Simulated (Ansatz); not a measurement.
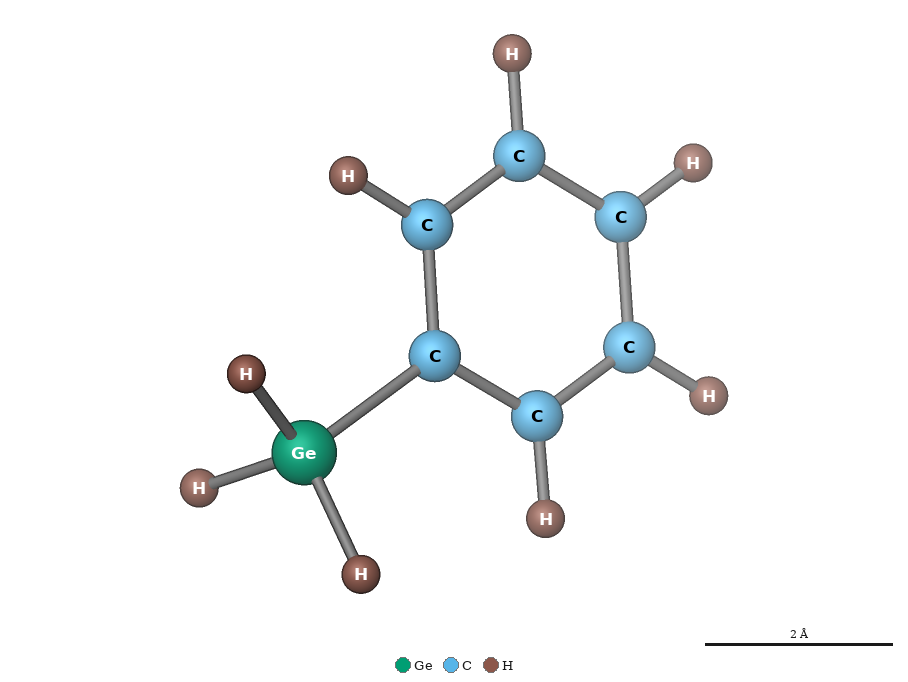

Distant atoms are faded towards the background colour. The computed structure is the end point of a PBE-D4/def2-SVP optimisation. No frequency run is at hand to confirm it as a minimum. Masses are those of the most abundant isotopes; constants are for the rigid equilibrium geometry.

What kind of rotor is it, and what are its rotational constants in cm⁻¹?

An asymmetric top (Cs): A = 0.175, B = 0.0311, C = 0.0267 cm⁻¹. Ray's parameter κ is −0.94, close to the prolate limit.
